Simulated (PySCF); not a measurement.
# SiO2 (silicon dioxide molecule) at 5 levels

Wanted: a comparison of 5 runs (HF/3-21G, B3LYP/6-31G*, PBE0/def2-SVP, B3LYP/cc-pVTZ, MP2/STO-3G) of SiO2 (silicon dioxide molecule). The job is set up through a Python script.

The calculation is run with PySCF 2.14.0.

## (1) The molecule

The species is SiO2 (3 atoms), meant as a singlet with charge 0. As SMILES, `O=[Si]=O`. Geometry: relaxed at PBE0-D4/def2-TZVP.

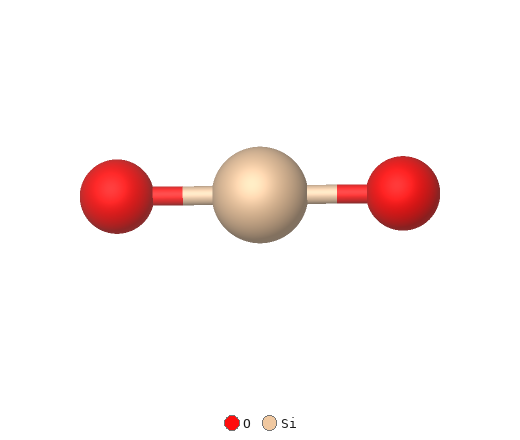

The structure, seen from a chosen angle (oxygen red, silicon light orange).

## (2) Energy and gradient at HF/3-21G (run 1)

Input file input.py:

```python
from pyscf import gto

mol = gto.Mole()
mol.atom = '''
O        0.697730       1.229600       0.518760
Si      -0.000010       0.000000       0.000000
O       -0.697730      -1.229610      -0.518760
'''
mol.max_memory = 1860
mol.verbose = 4
mol.basis = '3-21g'
mol.spin = 0
mol.charge = 0
mol.build()

calc0 = mol.RHF()
calc0.conv_tol = 1e-10
calc0.kernel()
if not calc0.converged:
    calc0 = calc0.newton().run(calc0.mo_coeff, calc0.mo_occ)

e_tot = calc0.e_tot
print('E = %.10f Eh' % e_tot)
grad = calc0.nuc_grad_method().kernel()
calc0.analyze()
```

The run is started by

```console
$ OMP_NUM_THREADS=1 python input.py
```

Standard output:

```text
PySCF version 2.14.0

[... 68 lines left out ...]
Nuclear Repulsion Energy =              89.956438990577851
[... 8 lines left out ...]
MO #3   energy= -20.4573387038746  occ= 2
[... 6 lines left out ...]
MO #10  energy= -0.617107624966668 occ= 2
[... 6 lines left out ...]
MO #17  energy= 0.102381001467196  occ= 0
[... 6 lines left out ...]
MO #24  energy= 1.75914784391446   occ= 0
[... 6 lines left out ...]
MO #31  energy= 3.483617282122     occ= 0
[... 37 lines left out ...]
Dipole moment(X, Y, Z, Debye): -0.00005,  0.00006,  0.00001
```

Wall time 0.93 s (1 thread of Arm Neoverse V1, shared host); peak memory 0.12 GiB.

## (3) Energy and forces at B3LYP/6-31G(d) (spherical functions) (run 2)

Input file calc.py:

```python
# O=[Si]=O
from pyscf import gto, dft

mol = gto.M(
    atom='O 0.697730 1.229600 0.518760; Si -0.000010 0.000000 -0.000000; O -0.697730 -1.229610 -0.518760',
    basis='6-31g*',
    verbose=3,
    max_memory=1860,
    spin=0,
)

myscf = dft.RKS(mol, xc='b3lyp')
myscf.grids.level = 5
myscf.conv_tol = 1e-10
myscf.kernel()
if not myscf.converged:
    myscf = myscf.newton().run(myscf.mo_coeff, myscf.mo_occ)

e_final = myscf.e_tot
print('E = %.10f Eh' % e_final)
grad = myscf.nuc_grad_method().kernel()
myscf.analyze()
```

The run is started by

```console
$ OMP_NUM_THREADS=1 python calc.py
```

Standard output:

```text
converged SCF energy = -439.922790594834
[... 13 lines left out ...]
MO #6   energy= -3.72438803793929  occ= 2
[... 7 lines left out ...]
MO #14  energy= -0.339818395664805 occ= 2
[... 7 lines left out ...]
MO #22  energy= 0.225072154108318  occ= 0
[... 7 lines left out ...]
MO #30  energy= 0.919139516153579  occ= 0
[... 7 lines left out ...]
MO #38  energy= 1.77190423785142   occ= 0
[... 7 lines left out ...]
MO #46  energy= 2.85115958124838   occ= 0
[... 4 lines left out ...]
Dipole moment(X, Y, Z, Debye): -0.00005,  0.00003,  0.00000
```

It took 6.6 s on 1 thread of Arm Neoverse V1, shared host; peak memory 0.48 GiB.

## (4) Energy and forces at PBE0/def2-SVP (run 3)

Input file job.py:

```python
# O=[Si]=O
import pyscf.grad
from pyscf import gto, dft

system = gto.M(
    atom='''
O      0.697730     1.229600     0.518760
Si    -0.000010     0.000000     0.000000
O     -0.697730    -1.229610    -0.518760
''',
    verbose=4,
    max_memory=1860,
    spin=0,
    basis='def2-svp',
)

mf = dft.RKS(system)
mf.xc = 'pbe0'
mf.grids.level = 5
mf.conv_tol = 1e-10
mf.kernel()
if not mf.converged:
    mf = mf.newton().run(mf.mo_coeff, mf.mo_occ)

energy = mf.e_tot
print('E(%s) = %.9f' % ('PBE0', energy))
grad = mf.Gradients().kernel()
mf.analyze()
```

The run is started by

```console
$ OMP_NUM_THREADS=1 python job.py
```

Standard output:

```text
PySCF version 2.14.0

[... 84 lines left out ...]
Nuclear Repulsion Energy =              89.956438990577851
[... 11 lines left out ...]
MO #6   energy= -3.75351055447722  occ= 2
[... 9 lines left out ...]
MO #16  energy= -0.113323464089855 occ= 0
[... 9 lines left out ...]
MO #26  energy= 0.589553850219926  occ= 0
[... 9 lines left out ...]
MO #36  energy= 1.42073347418147   occ= 0
[... 9 lines left out ...]
MO #46  energy= 3.37407886838456   occ= 0
[... 52 lines left out ...]
Dipole moment(X, Y, Z, Debye): -0.00005,  0.00003, -0.00000
```

Run time: 6 s. Hardware: 1 thread of Arm Neoverse V1, shared host; peak memory 0.48 GiB.

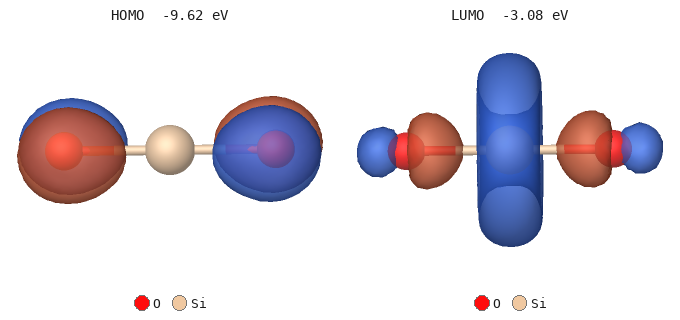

Frontier orbitals of this run, surfaces at ±0.2 Å^-3/2.

Run 4 isn't shown in full; the table further down has it.

## (5) Energy and gradient at MP2/STO-3G (run 5)

Input file calc.py:

```python
from pyscf import gto, scf, mp

molecule = gto.M(
    atom='O 0.697730 1.229600 0.518760; Si -0.000010 0.000000 -0.000000; O -0.697730 -1.229610 -0.518760',
    basis='sto-3g',
    verbose=4,
    spin=0,
    max_memory=1860,
)

hf = scf.RHF(molecule)
hf.conv_tol = 1e-10
hf.kernel()
if not hf.converged:
    hf = hf.newton().run(hf.mo_coeff, hf.mo_occ)

pt = mp.MP2(hf, frozen=7).run()
e_tot = pt.e_tot
print('E = %.10f Eh' % e_tot)
grad = pt.nuc_grad_method().kernel()
hf.analyze()
```

The run is started by

```console
$ OMP_NUM_THREADS=1 python calc.py
```

Standard output:

```text
PySCF version 2.14.0

[... 53 lines left out ...]
converged SCF energy = -433.136469636082
[... 20 lines left out ...]
Two-electron Coulomb Energy =          298.464024956829405
[... 6 lines left out ...]
MO #4   energy= -6.00199856061163  occ= 2
[... 4 lines left out ...]
MO #9   energy= -1.16677394044758  occ= 2
[... 4 lines left out ...]
MO #14  energy= -0.286822036217922 occ= 2
[... 4 lines left out ...]
MO #19  energy= 1.0012712412167    occ= 0
[... 25 lines left out ...]
Dipole moment(X, Y, Z, Debye): -0.00009, -0.00007, -0.00004
```

Run time: 1 s. Hardware: 1 thread of Arm Neoverse V1, shared host; peak memory 0.12 GiB.

## (6) The series

```csv
run,level,integration grid,frozen core orbitals,energy (Eh),dipole moment (D) of the reference,HOMO energy (eV),LUMO energy (eV),wall time
1,HF/3-21G,–,–,-436.218430,0.00,-12.55,0.70,0.93 s
2,B3LYP/6-31G* (spherical functions),5,–,-439.922791,0.00,-9.25,-3.46,6.6 s
3,PBE0/def2-SVP,5,–,-439.434227,0.00,-9.62,-3.08,6 s
4,B3LYP/cc-pVTZ,5,–,-440.033637,0.00,-9.56,-3.59,17 s
5,MP2/STO-3G,–,7,-433.343666,0.00,-7.80,8.03,1 s
```

## (7) Results

| quantity | value |
| --- | --- |
| run 5: total energy | -433.34367 Eh |
| run 5: dipole moment (Hartree–Fock density) | 0.00 D |
| run 5: HOMO energy (Hartree–Fock orbitals) | -7.80 eV |
| run 5: LUMO energy (Hartree–Fock orbitals) | 8.03 eV |
| run 5: HOMO–LUMO gap (Hartree–Fock orbitals) | 15.84 eV |
| run 5: correlation energy (7 core orbitals frozen) | -207.2 mEh |
| run 5: largest force on an atom | 3.871 eV/Å |

**Reading.** Over runs 1, 2, 3, 4 the HOMO–LUMO gap runs from 5.79 eV (B3LYP/6-31G*) to 13.25 eV (HF/3-21G). The two ends differ in method and basis. Totals of different functionals can't be ranked against each other. In run 5 the basis is minimal, so the values are rough. All runs together took 32 s, the longest 17 s.
